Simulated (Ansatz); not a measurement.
# Molecular dynamics of Si₂PNH₁₀ (part 4 of 4)

Continued. System: Si₂PNH₁₀. Method: UKS BLYP/STO-3G (Ansatz 0.2.0). It belongs to a series of runs on one base structure; here: dynamics from the start.

Geometry of the input (Å):
```
Si -0.7613  -0.0148  -0.7630
Si 0.4771  -0.9507  1.3324
H  -1.5802  0.6501  -1.7994
H  -1.7832  -0.8147  -0.0833
N  0.3900  -0.9072  -1.6861
H  1.1545  0.7659  1.0491
P  0.2679  2.1074  0.1820
H  1.5713  -1.3865  2.2211
H  -0.6987  -0.7864  2.1904
H  0.3323  -2.1576  0.5118
H  0.3409  -0.8019  -2.6845
H  1.3526  -0.9508  -1.3949
H  -0.5090  3.1610  -0.3761
H  -0.5543  2.0862  1.3005
```

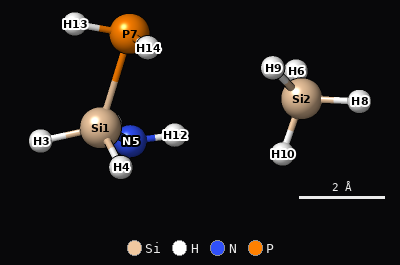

**Figure 1.** The geometry at step 127 of the log (ball-and-stick view, seen at an oblique angle; atoms are numbered from 1 in the order of the input).

Trajectory as extended XYZ, continued:
```
14
Properties=species:S:1:pos:R:3:forces:R:3 step=103 time_fs=51.5 energy=-26384.00955 temperature=2204.7
Si   -0.9406    0.4644   -1.2804   -1.0404   0.2049  -0.0155
Si    0.9247   -1.3978    2.0882   -0.0135  -0.4495  -1.1469
H    -1.5360    0.9073   -2.5619    0.0392   0.1220   0.5692
H    -1.8872   -0.3239   -0.4872   -0.1653   0.3359   0.0347
N     0.2211   -0.6919   -1.8097   -0.5662  -0.6545  -0.3325
H     2.1380   -1.0501    1.4210    0.7016   0.4246   0.0807
P     0.0748    2.0204   -0.0037    0.9624  -0.0809   0.4727
H     1.1597   -2.2061    3.2261    0.1494  -0.1904   1.0196
H     0.0659   -0.2742    2.2302   -0.2929   0.6752   0.5296
H     0.2923   -2.2351    1.1242   -0.5006  -0.5318  -0.3898
H     0.7142   -0.3568   -2.6508    1.0781  -0.1794  -0.4762
H     0.8495   -1.1314   -1.1084    0.5372  -0.0238  -0.0201
H    -0.4904    3.1873   -0.5027   -0.4501   0.6036  -0.7531
H    -0.8733    2.0348    1.0267   -0.4385  -0.2558   0.4275
14
Properties=species:S:1:pos:R:3:forces:R:3 step=108 time_fs=54.0 energy=-26383.36489 temperature=1796.8
Si   -0.9633    0.4808   -1.3254   -0.4309   0.3482   0.4243
Si    0.9486   -1.4333    2.1467    1.9478   0.5782  -3.9703
H    -1.5038    0.8566   -2.6316   -0.1838   0.4582   0.2689
H    -1.9466   -0.2782   -0.5559   -0.1665   0.1947   0.0718
N     0.2065   -0.6794   -1.8241    1.9106  -0.7600  -2.1091
H     2.3973   -1.0363    1.3325   -3.0948  -0.8523   2.0692
P     0.0733    2.0335   -0.0027   -0.2442   0.5865   0.2670
H     1.1583   -2.2768    3.2887    0.1258   0.2160   0.7232
H     0.1236   -0.1959    2.2371    0.5405  -0.7068   0.5181
H     0.2201   -2.3210    1.1693    0.5156   0.7021   0.7288
H     0.7877   -0.3587   -2.7140   -0.7891  -0.8528   2.0393
H     0.8396   -1.1678   -1.1184   -0.2114   0.5530  -0.5610
H    -0.5276    3.2086   -0.5414    0.0559  -0.1150  -0.3413
H    -0.9005    2.0808    1.0436    0.0244  -0.3501  -0.1289
14
Properties=species:S:1:pos:R:3:forces:R:3 step=112 time_fs=56.0 energy=-26383.01962 temperature=1575.0
Si   -0.9822    0.4943   -1.3608    0.1551   0.2340   0.7822
Si    0.9705   -1.4610    2.1878    1.9107   0.4162  -3.5138
H    -1.4851    0.8346   -2.6750   -0.3302   0.6673  -0.0465
H    -2.0010   -0.2328   -0.6080   -0.1080   0.0984   0.0531
N     0.1998   -0.6718   -1.8415    1.7542  -1.0459  -1.4385
H     2.4849   -1.0576    1.3437   -3.4989  -1.0493   2.2095
P     0.0719    2.0447   -0.0015   -1.0840   1.0193  -0.0384
H     1.1627   -2.3250    3.3702    0.0365   0.8106  -0.0554
H     0.1893   -0.1580    2.2649    0.7286  -1.2674   0.5002
H     0.1803   -2.3647    1.2317    0.8523   1.0368   0.9131
H     0.8213   -0.3930   -2.6897   -0.8028  -0.3671   1.2622
H     0.8260   -1.1763   -1.1470   -0.3597   0.4678  -0.2086
H    -0.5569    3.2234   -0.5884    0.4311  -0.6663   0.0813
H    -0.9230    2.1030    1.0537    0.3150  -0.3545  -0.5004
14
Properties=species:S:1:pos:R:3:forces:R:3 step=117 time_fs=58.5 energy=-26383.57661 temperature=1932.1
Si   -1.0053    0.5117   -1.4036    0.7716   0.0207   0.8149
Si    1.0016   -1.4948    2.2328    1.7616   0.0829  -1.6143
H    -1.4790    0.8428   -2.7310   -0.2959   0.7243  -0.0544
H    -2.0742   -0.1709   -0.6706    0.0516   0.0157  -0.0205
N     0.1969   -0.6662   -1.8678   -1.1141  -1.1779   1.0562
H     2.4109   -1.1398    1.4735   -2.5884  -0.9202   1.5879
P     0.0683    2.0604   -0.0002   -1.2286   0.7083  -0.5898
H     1.1703   -2.3413    3.4674    0.0351   1.1177  -0.6513
H     0.3079   -0.1754    2.3265    0.3175  -0.8915   0.4600
H     0.1737   -2.3669    1.3548    0.4969   0.5725   0.2564
H     0.8330   -0.4488   -2.6118    1.1219   0.8800  -2.0591
H     0.7927   -1.1663   -1.1871   -0.0112  -0.2536   0.9688
H    -0.5708    3.2078   -0.6425    0.4770  -0.6043   0.3016
H    -0.9355    2.1121    1.0406    0.2050  -0.2746  -0.4564
14
Properties=species:S:1:pos:R:3:forces:R:3 step=122 time_fs=61.0 energy=-26383.81834 temperature=2081.6
Si   -1.0269    0.5292   -1.4447    1.1050   0.2152   0.5210
Si    1.0358   -1.5286    2.2746   -2.3370  -0.9294   2.5350
H    -1.4896    0.8932   -2.7881   -0.0695   0.5525   0.3397
H    -2.1442   -0.1081   -0.7344    0.2102  -0.0807  -0.0740
N     0.1908   -0.6656   -1.8912   -0.3156  -0.8509   0.0035
H     2.2056   -1.2718    1.6858    3.3634   0.2881  -1.6500
P     0.0625    2.0773    0.0000   -0.4652  -0.3994  -1.0557
H     1.1805   -2.2945    3.5301    0.1201   0.6499  -0.3286
H     0.4432   -0.2407    2.4157   -0.5213   0.5246   0.4346
H     0.1928   -2.3385    1.4901   -0.6080  -0.5604  -0.9599
H     0.8926   -0.4610   -2.6282   -0.0588   0.6157  -0.6715
H     0.7558   -1.1668   -1.1766   -0.1370  -0.1309   0.8049
H    -0.5586    3.1599   -0.6809    0.0487   0.2326   0.0694
H    -0.9380    2.1051    1.0025   -0.3350  -0.1269   0.0315
14
Properties=species:S:1:pos:R:3:forces:R:3 step=127 time_fs=63.5 energy=-26383.31239 temperature=1762.9
Si   -1.0462    0.5471   -1.4846    1.3967   0.5406   0.3772
Si    1.0648   -1.5642    2.3215   -4.8218  -0.7040   3.2668
H    -1.5046    0.9764   -2.8257    0.1334   0.3103   0.5836
H    -2.2022   -0.0502   -0.8022    0.2676  -0.1928  -0.0611
N     0.1834   -0.6687   -1.9142    1.2357  -0.7755  -0.8898
H     2.2016   -1.3892    1.8018    6.2947   0.5927  -3.1170
P     0.0557    2.0935   -0.0017    0.0743  -1.3692  -1.1576
H     1.1977   -2.2116    3.5776    0.1804  -0.3460   0.7971
H     0.5504   -0.2780    2.5300   -0.7582   1.2172   0.2186
H     0.1796   -2.3390    1.5733   -0.8815  -0.7802  -1.1391
H     0.9490   -0.4377   -2.6838   -1.6666  -0.0756   1.5789
H     0.7097   -1.1719   -1.1240   -0.4525   0.6059  -0.5264
H    -0.5436    3.1256   -0.7155   -0.3697   0.9567  -0.2082
H    -0.9593    2.0905    0.9650   -0.6324   0.0199   0.2771
14
Properties=species:S:1:pos:R:3:forces:R:3 step=131 time_fs=65.5 energy=-26383.97499 temperature=2184.2
Si   -1.0594    0.5623   -1.5160    1.7359   0.5562   0.4959
Si    1.0813   -1.5937    2.3638    1.0095   0.7594  -0.5989
H    -1.5116    1.0571   -2.8321    0.1898   0.1807   0.4582
H    -2.2374   -0.0119   -0.8591    0.2367  -0.2620  -0.0138
N     0.1807   -0.6736   -1.9350   -0.1830  -0.4854  -0.0794
H     2.4431   -1.4589    1.7718   -0.9040  -0.2893   0.0785
P     0.0503    2.1047   -0.0048   -0.4706  -1.3109  -1.1948
H     1.2189   -2.1561    3.6445    0.1614  -0.7860   1.0730
H     0.6054   -0.2607    2.6308   -0.2982   0.3016  -0.2671
H     0.1343   -2.3705    1.5932    0.0425  -0.0028  -0.2633
H     0.9314   -0.4190   -2.6715   -0.8109  -0.0587   1.0856
H     0.6557   -1.1537   -1.0985   -0.1495   0.5797  -0.8105
H    -0.5451    3.1352   -0.7501   -0.2437   0.7051   0.0396
H    -1.0015    2.0792    0.9452   -0.3158   0.1124  -0.0032
14
Properties=species:S:1:pos:R:3:forces:R:3 step=136 time_fs=68.0 energy=-26383.13062 temperature=1646.4
Si   -1.0726    0.5822   -1.5541    2.0921   0.4154   0.8997
Si    1.1035   -1.6293    2.4159    2.7006   1.0374  -0.9193
H    -1.5106    1.1679   -2.8178    0.1548   0.1188   0.0325
H    -2.2690    0.0219   -0.9307    0.1648  -0.2977   0.0460
N     0.1749   -0.6815   -1.9607   -3.9055  -0.1642   1.2473
H     2.7033   -1.5581    1.7351   -3.8186  -0.2617   1.3354
P     0.0425    2.1165   -0.0107   -1.6153  -0.7141  -1.3778
H     1.2530   -2.1262    3.7767   -0.0240  -0.5711  -0.2140
H     0.6596   -0.2281    2.7403    0.1588  -0.9184  -0.8250
H     0.0832   -2.4078    1.6072    0.9918   0.6987   0.6421
H     0.8824   -0.3934   -2.6130    1.9250   0.7366  -1.2293
H     0.5844   -1.1044   -1.1032    0.6700  -0.1505   0.1860
H    -0.5576    3.1805   -0.7881    0.2021  -0.1105   0.6026
H    -1.0681    2.0713    0.9183    0.3032   0.1814  -0.4262
14
Properties=species:S:1:pos:R:3:forces:R:3 step=141 time_fs=70.5 energy=-26383.02870 temperature=1580.4
Si   -1.0813    0.6032   -1.5903    2.0761   0.6338   1.3581
Si    1.1314   -1.6628    2.4662    2.9171   0.7177   0.2519
H    -1.5002    1.2854   -2.8007    0.1305   0.0018  -0.2576
H    -2.2905    0.0383   -0.9998    0.1371  -0.2677   0.0527
N     0.1546   -0.6899   -1.9827   -2.5056   0.5188  -0.8436
H     2.7467   -1.6723    1.7735   -3.9147  -0.0162   1.3969
P     0.0316    2.1268   -0.0193   -2.0205  -0.4996  -1.5063
H     1.2857   -2.1305    3.8973   -0.1962  -0.3171  -1.3705
H     0.7213   -0.2448    2.8025    0.2122  -1.0184  -0.9720
H     0.0868   -2.4072    1.6554    0.9891   0.6205   0.7120
H     0.9225   -0.3324   -2.6037    0.4455   0.1345   0.2498
H     0.5501   -1.0607   -1.0994    0.8618  -0.2381   0.6012
H    -0.5594    3.2218   -0.7925    0.3816  -0.4481   0.7143
H    -1.1189    2.0739    0.8682    0.4861   0.1781  -0.3870
14
Properties=species:S:1:pos:R:3:forces:R:3 step=145 time_fs=72.5 energy=-26383.71134 temperature=2017.5
Si   -1.0851    0.6209   -1.6172    1.7992   1.1080   1.5595
Si    1.1580   -1.6884    2.5068    2.4588   0.2923   1.1424
H    -1.4861    1.3796   -2.7967    0.1662  -0.2344  -0.2103
H    -2.3016    0.0398   -1.0530    0.1567  -0.1852   0.0167
N     0.1302   -0.6953   -2.0019    0.2642   0.4537  -1.1875
H     2.6160   -1.7652    1.8629   -2.5305   0.1466   0.8269
P     0.0202    2.1343   -0.0283   -1.5833  -0.8370  -1.4883
H     1.3042   -2.1488    3.9402   -0.2353  -0.3047  -1.3736
H     0.7793   -0.2999    2.8115    0.0468  -0.2102  -0.7726
H     0.1308   -2.3807    1.7233    0.2673   0.0643   0.1943
H     0.9810   -0.2749   -2.5941   -1.3541  -0.5924   1.3936
H     0.5574   -1.0347   -1.0747    0.1285   0.3300  -0.4546
H    -0.5455    3.2376   -0.7665    0.2311  -0.1519   0.3568
H    -1.1400    2.0835    0.8121    0.1844   0.1209  -0.0033
14
Properties=species:S:1:pos:R:3:forces:R:3 step=150 time_fs=75.0 energy=-26383.60071 temperature=1944.8
Si   -1.0864    0.6452   -1.6479    1.3669   1.5131   1.5602
Si    1.1951   -1.7199    2.5600   -3.3321   0.4674   3.6101
H    -1.4593    1.4832   -2.8020    0.2013  -0.5614  -0.0337
H    -2.3070    0.0326   -1.1186    0.1652  -0.0107  -0.0193
N     0.1007   -0.7005   -2.0300    1.3694   0.1268  -0.0773
H     2.3534   -1.8761    2.0027    4.7724  -0.4583  -2.5149
P     0.0033    2.1421   -0.0420   -0.6642  -1.6127  -1.2578
H     1.3151   -2.1893    3.9273   -0.1698  -0.5263  -0.0767
H     0.8530   -0.3727    2.7833   -0.1927   1.2897  -0.3268
H     0.1935   -2.3482    1.8143   -1.0713  -0.7816  -0.6759
H     0.9866   -0.2321   -2.5152   -1.2400  -0.4245   0.5688
H     0.5700   -0.9856   -1.0690   -0.7288   0.3705  -0.9563
H    -0.5175    3.2533   -0.7182   -0.1165   0.5923  -0.3370
H    -1.1592    2.1016    0.7442   -0.3599   0.0160   0.5365
```

Key numbers:

- outcome: finished
- mean temperature over the second half: 1874 K
- trajectory: 150 steps, 75 fs
- ensemble: nve
- temperature in the input: 100.0 K
- time step: 0.5 fs
- potential energy (last step): −26383.6010 eV
- mean-field energy (last step): −26383.6010 eV
- largest force (length of the vector) (last step): 5.414 eV/Å
- hardware: 1 thread of an x86-64 CPU, shared host
- wall time: 5.2 min
- peak memory: 0.14 GiB

Remarks:

So short a trajectory is not equilibrated.
